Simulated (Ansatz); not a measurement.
**GeH4 (SMILES [H][Ge]([H])([H])[H]): levels of theory compared**

Aim: a comparison of 6 runs (CAM-B3LYP/STO-3G, PBE0/STO-3G, SVWN5/STO-3G, UB3LYP/STO-3G, UPBE0/STO-3G, UMP2/STO-3G) of GeH4. 

The results are computed with Ansatz 0.2.0.

30 further runs of the same task are left out: 2 that didn't finish, 28 set aside as unsound or not needed.

### Step 1. The system as given

GeH4: 5 atoms, total charge 0, spin state singlet. As SMILES, `[H][Ge]([H])([H])[H]`. The H4–Ge1 distance was set to 2.224 Å, away from the relaxed value. At this shape a bond of the SMILES string is far longer than usual.

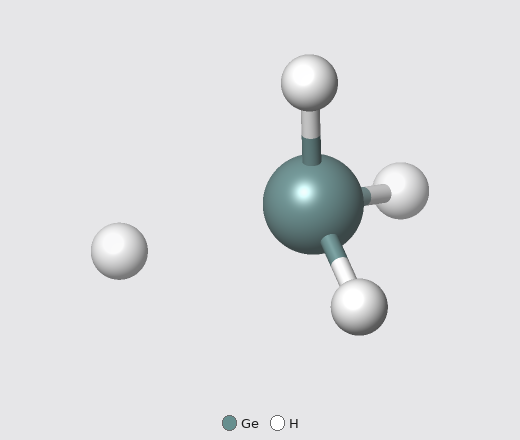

The structure, seen from a chosen angle (germanium teal, hydrogen white).

### Step 2. A single-point energy at CAM-B3LYP/STO-3G (run 1)

job.yaml

```yaml
crystal:
  periodic: [false, false, false]
  atoms:
    - symbol: Ge
      position_ang: [0.353964, -0.606279, 0.236466]
    - symbol: H
      position_ang: [0.365324, -0.624869, 1.718606]
    - symbol: H
      position_ang: [1.748744, -0.596689, -0.266814]
    - symbol: H
      position_ang: [-0.707610, 1.213950, -0.473620]
    - symbol: H
      position_ang: [-0.345046, -1.812989, -0.267894]
basis:
  gaussian:
    orbitals: STO-3G
hamiltonian:
  xc: {name: CAM-B3LYP}
accuracy: high
```

On the command line:

```bash
$ ansatz run job.yaml --threads 1 --pin off --max-ram 2610MiB --events-out events.jsonl --progress --plain --runs-dir runs
```

Log:

```text
Warning: RAYON_NUM_THREADS=1 ignored (pool sized by the plan → 1); use --threads N
Functional definition: CAM-B3LYP
  name "CAM-B3LYP"
  parameter alpha = 0.19
  parameter beta = 0.46
  parameter omega = 0.33/bohr
  parameter ac = 0.81
  exchange = (1 - alpha - beta)*b88_x + beta*b88_x_sr(omega) + alpha*exact_x + beta*exact_x_lr(omega)
  correlation = (1 - ac)*vwn5_c + ac*lyp_c
286 factors; integrals over basis functions are off by at most 5.4e-8 eV
113 factors; integrals over basis functions are off by at most 6.7e-10 eV
mean field evaluation 1: about -55929.1056 eV, gradient 1.4e1 eV
mean field evaluation 2: about -55929.4918 eV, gradient 9.3e0 eV
mean field evaluation 4: about -55929.9568 eV, gradient 1.5e-1 eV
mean field evaluation 8: about -55929.9057 eV, gradient 1.3e-3 eV
mean field evaluation 16: about -55929.9057 eV, gradient 1.1e-7 eV
mean field -55929.90566049 eV, -2055.3861223715 hartree, gradient 1.2e-8 eV, S^2 0.000000; 0 other end points of the search recorded, 0 dependent functions left out
reference -55929.90567275 eV, -2055.3861228218 hartree; 18, 18 occupied and 4, 4 virtual orbitals, 286 factors
Total energy: -55929.90567275 eV, -2055.3861228218 hartree
```

It took 0.97 s on 1 thread of Intel Xeon Platinum 8375C at 2.90GHz (Ice Lake), shared host; peak memory 0.1 GiB.

### Step 3. The energy at PBE0/STO-3G (run 2)

in.yaml

```yaml
crystal:
  periodic: [false, false, false]
  atoms:
    - {symbol: Ge, position_ang: [0.353964, -0.606279, 0.236466]}
    - {symbol: H, position_ang: [0.365324, -0.624869, 1.718606]}
    - {symbol: H, position_ang: [1.748744, -0.596689, -0.266814]}
    - {symbol: H, position_ang: [-0.707610, 1.213950, -0.473620]}
    - {symbol: H, position_ang: [-0.345046, -1.812989, -0.267894]}
basis:
  gaussian:
    orbitals: STO-3G
accuracy: high
hamiltonian:
  xc: pbe0
```

On the command line:

```bash
$ ansatz run in.yaml --threads 1 --pin off --max-ram 2610MiB --events-out events.jsonl --progress --plain --runs-dir runs
```

Log:

```text
Warning: RAYON_NUM_THREADS=1 ignored (pool sized by the plan → 1); use --threads N
Functional definition: PBE0
  name "PBE0"
  parameter a = 0.25
  parameter kappa = 0.804
  parameter beta = 0.06672455060314922
  exchange = (1 - a)*pbe_x(kappa = kappa, mu = beta*pi^2/3) + a*exact_x
  correlation = pbe_c(beta = beta)
286 factors; integrals over basis functions are off by at most 5.4e-8 eV
mean field evaluation 1: about -55921.6507 eV, gradient 1.8e1 eV
mean field evaluation 2: about -55921.3767 eV, gradient 1.7e1 eV
mean field evaluation 4: about -55922.8805 eV, gradient 3.0e-1 eV
mean field evaluation 8: about -55922.8326 eV, gradient 6.8e-3 eV
mean field evaluation 16: about -55922.8326 eV, gradient 9.8e-9 eV
mean field -55922.83255113 eV, -2055.1261903968 hartree, gradient 9.9e-9 eV, S^2 0.000000; 0 other end points of the search recorded, 0 dependent functions left out
reference -55922.83255244 eV, -2055.1261904447 hartree; 18, 18 occupied and 4, 4 virtual orbitals, 286 factors
Total energy: -55922.83255244 eV, -2055.1261904447 hartree
```

Run time: 0.76 s. Hardware: 1 thread of Intel Xeon Platinum 8375C at 2.90GHz (Ice Lake), shared host; peak memory 0.11 GiB.

Runs 3 to 5 aren't shown in full; the table further down has their settings and results.

### Step 4. The energy at UMP2/STO-3G (run 6)

job.yaml

```yaml
basis:
  gaussian: {orbitals: STO-3G}
crystal:
  periodic: [false, false, false]
  atoms:
    - {symbol: Ge, position_ang: [0.353964, -0.606279, 0.236466]}
    - {symbol: H, position_ang: [0.365324, -0.624869, 1.718606]}
    - {symbol: H, position_ang: [1.748744, -0.596689, -0.266814]}
    - {symbol: H, position_ang: [-0.707610, 1.213950, -0.473620]}
    - {symbol: H, position_ang: [-0.345046, -1.812989, -0.267894]}
magnetization: {spin_polarized: true}
correlation: {method: mp2, frozen_orbitals: {Ge: 9, H: 0}}
accuracy: high
```

On the command line:

```bash
$ ansatz run job.yaml --threads 1 --pin off --max-ram 2610MiB --events-out events.jsonl --progress --plain --runs-dir runs
```

Log:

```text
Warning: RAYON_NUM_THREADS=1 ignored (pool sized by the plan → 1); use --threads N
Functional definition: HF
  name "HF"
  exchange = exact_x
  correlation = 0
286 factors; integrals over basis functions are off by at most 5.4e-8 eV
mean field evaluation 1: about -55890.4846 eV, gradient 5.6e0 eV
mean field evaluation 2: about -55890.4758 eV, gradient 5.6e0 eV
mean field evaluation 4: about -55890.9296 eV, gradient 3.6e-1 eV
mean field evaluation 8: about -55890.9305 eV, gradient 1.1e-6 eV
mean field evaluation 16: about -55890.9305 eV, gradient 3.9e-6 eV
mean field evaluation 32: about -55886.9346 eV, gradient 1.2e1 eV
mean field -55891.17781171 eV, -2053.9629001792 hartree, gradient 2.8e-8 eV, S^2 0.410416; 3 other end points of the search recorded, 0 dependent functions left out
9 core orbitals not correlated: weight in the atoms' cores, before any rotation towards them, 1.000 or more for the frozen orbitals, at most 0.000 for the correlated occupied ones
reference -55891.17781171 eV, -2053.9629001792 hartree; 9, 9 occupied and 4, 4 virtual orbitals, 286 factors
second order -1.10212202 eV of doubles, -0.00000000 eV of singles
Total energy: -55892.27993372 eV, -2054.0034024162 hartree
```

It took 0.22 s on 1 thread of Intel Xeon Platinum 8375C at 2.90GHz (Ice Lake), shared host.

### Step 5. Overview of the runs

| run | level | frozen core orbitals | energy (Eh) | wall time |
| --- | --- | --- | --- | --- |
| 1 | CAM-B3LYP/STO-3G | – | -2055.386123 | 0.97 s |
| 2 | PBE0/STO-3G | – | -2055.126190 | 0.76 s |
| 3 | SVWN5/STO-3G | – | -2051.929747 | 0.5 s |
| 4 | UB3LYP/STO-3G | – | -2055.345443 | 1.4 s |
| 5 | UPBE0/STO-3G | – | -2055.126190 | 1.3 s |
| 6 | UMP2/STO-3G | 9 | -2054.003402 | 0.22 s |

### Step 6. Summary of results

| quantity | value |
| --- | --- |
| run 6: total energy | -2054.00340 Eh |
| run 6: correlation energy (9 core orbitals frozen) | -40.5 mEh |
| run 6: ⟨S²⟩ of the reference determinant | 0.410 |

Totals of different functionals can't be ranked against each other. In runs 1, 2, 3, 4, 5, 6 the basis is minimal, so the values are rough. Spin contamination of the reference: run 6 ⟨S²⟩ = 0.41. All runs together took 5.2 s, the longest 1.4 s.
